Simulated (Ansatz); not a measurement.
# Single-point calculation, with input and output: AlSiH6ClO2F

System: AlSiH6ClO2F, multiplicity 2.
Method: UKS PBE0-D4/def2-TZVPP (Ansatz 0.2.0).

The geometry is the reactant side of a reaction. The reaction was set up to form Al1–O6, H5–F8 and O2–H7 and to break Al1–O2, H5–O6 and H7–F8 (atoms counted from 1 in the order of the input); sticks are drawn by distance alone. The geometry comes from this level: PBE0-D4/def2-TZVP.

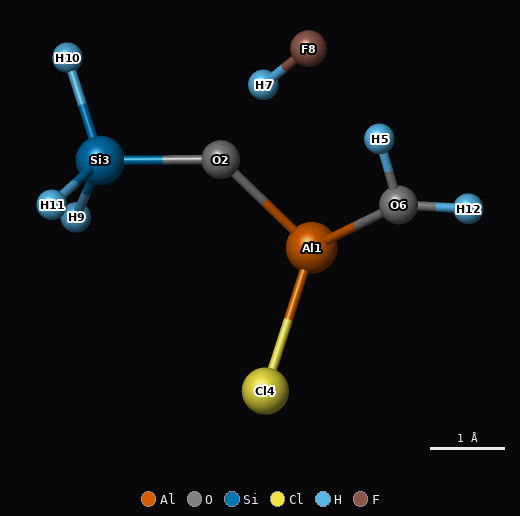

Figure 1. The structure (ball-and-stick view, seen at a tilt; atoms are numbered from 1 in the order of the input). Sticks mark near contacts. Bond lengths as drawn: Al–Cl 2.13 Å, Al–O 1.78 to 1.94 Å, F–H 1.00 Å, H–O 0.96 to 1.00 Å, H–Si 1.48 Å and O–Si 1.66 Å.

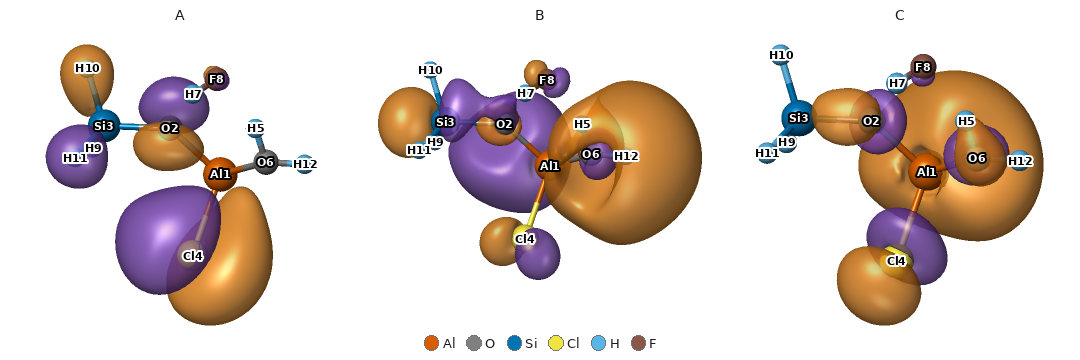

Figure 2. Three frontier orbitals at ±0.06 Å⁻³ᐟ² (orange and purple are the two phases). A is the HOMO−1 (α) (−8.83 eV). C is the HOMO (α) (−5.55 eV). By Hirshfeld shares it lies mainly on Al1 (75 %) and Cl4 (10 %). B is the LUMO (α) (−0.40 eV). It lies mainly on Al1 (40 %), H12 (25 %) and O6 (10 %). The HOMO–LUMO gap is 5.15 eV between the orbital energies.

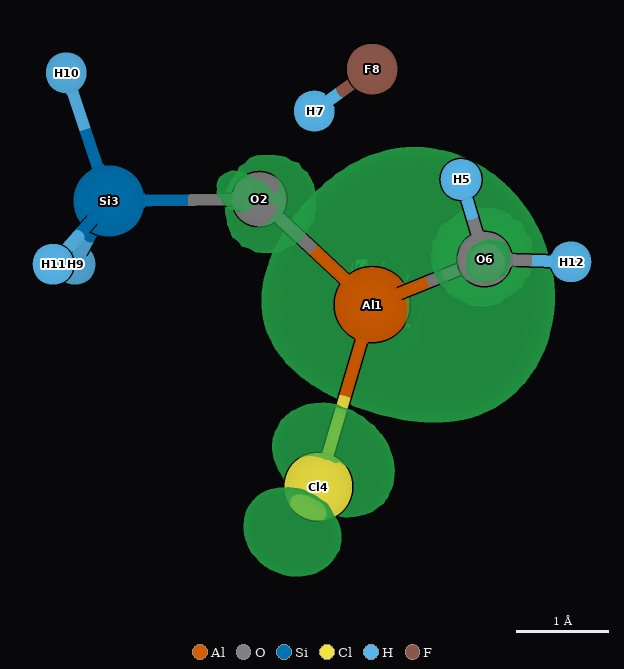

Figure 3. Isosurfaces of the spin density (α minus β) at +0.015 (green) and −0.015 e/Å³ (red), seen at a tilt. The unpaired spin (1 electron) lies mostly on Al1 (about 0.8) and Cl4 (about 0.1), in electrons by Hirshfeld's partition. Only one sign reaches the isovalue.

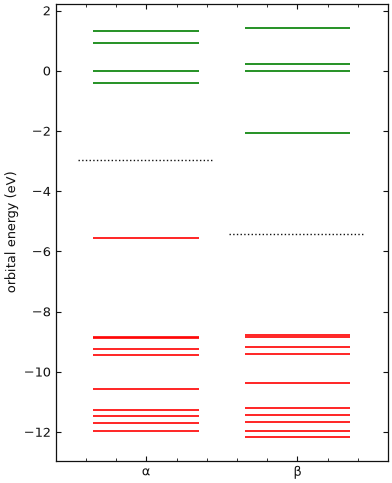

Figure 4. Orbital energies near the frontier for α and β spins; the dotted line parts filled from empty levels, and levels within 0.02 eV of each other stand side by side. α: highest filled −5.55 eV, lowest empty −0.40 eV, 5.15 eV apart; β: highest filled −8.76 eV, lowest empty −2.06 eV, 6.70 eV apart.

The input and output of the run follow.

The input
```yaml
crystal:
  periodic: [false, false, false]
  atoms:
    - {symbol: Al, position_ang: [-1.184494, 0.103174, 0.993559]}
    - {symbol: O, position_ang: [-0.051955, -0.447574, -0.260881]}
    - {symbol: Si, position_ang: [-0.266610, -0.736193, -1.879468]}
    - {symbol: Cl, position_ang: [-2.388185, 1.707940, 0.279541]}
    - {symbol: H, position_ang: [1.116047, 0.591624, 1.777846]}
    - {symbol: O, position_ang: [0.213396, 0.920259, 2.054981]}
    - {symbol: H, position_ang: [1.300693, -0.392942, 0.257574]}
    - {symbol: F, position_ang: [2.092844, -0.190822, 0.825744]}
    - {symbol: H, position_ang: [-1.652946, -1.212363, -2.113008]}
    - {symbol: H, position_ang: [0.704070, -1.781725, -2.288171]}
    - {symbol: H, position_ang: [-0.022595, 0.500451, -2.661304]}
    - {symbol: H, position_ang: [0.139533, 0.938272, 3.013487]}
basis:
  gaussian: {orbitals: def2-TZVPP}
magnetization: {spin_polarized: true, initial_magnetization: 1}
hamiltonian: {xc: pbe0, dispersion: d4}
output: {orbitals: {seedname: orbitals}}
```

Launched with:
```bash
ansatz run in.yaml --threads 4 --pin off --events-out ev --progress --plain --max-ram 66560MiB --backend cuda --devices 0, --max-vram 37GiB
```

What the program printed
```
Functional definition: PBE0
  name "PBE0"
  cite "Adamo & Barone, J. Chem. Phys. 110, 6158 (1999) doi:10.1063/1.478522"
  cite "Perdew, Burke & Ernzerhof, Phys. Rev. Lett. 77, 3865 (1996) doi:10.1103/PhysRevLett.77.3865"
  parent pbe
  parameter a = 0.25
  parameter kappa = 0.804
  parameter beta = 0.06672455060314922
  exchange = (1 - a)*pbe_x(kappa = kappa, mu = beta*pi^2/3) + a*exact_x
  correlation = pbe_c(beta = beta)
1728 factors; their error is unknown
mean field evaluation 1: about -33888.4229 eV, gradient 5.2e1 eV
mean field evaluation 2: about -33873.8768 eV, gradient 8.2e1 eV
mean field evaluation 4: about -33897.0984 eV, gradient 4.6e0 eV
mean field evaluation 8: about -33897.1617 eV, gradient 7.3e-2 eV
mean field evaluation 16: about -33897.2400 eV, gradient 1.8e-4 eV
mean field -33897.24004554 eV, -1245.7005952992 hartree, gradient 1.9e-5 eV, S^2 0.750991; 0 other end points of the search recorded, 0 dependent functions left out
reference -33897.24008260 eV, -1245.7005966611 hartree; 38, 37 occupied and 265, 266 virtual orbitals, 1728 factors
Total energy: -33897.48744768 eV, -1245.7096871600 hartree
```

Key numbers

| quantity | value |
| --- | --- |
| outcome | converged |
| total energy | −33897.4874 eV |
| mean-field energy | −33897.2401 eV |
| dispersion energy | −0.2474 eV |
| ⟨S²⟩ | 0.751 |
| SCF solution under orbital rotations | stable |
| HOMO (either spin) | −5.55 eV |
| LUMO (either spin) | −2.06 eV |
| hardware | 4 CPU threads, shared host |
| wall time | 5.5 s (CPU time 7 s) |
| peak memory | 0.88 GiB |
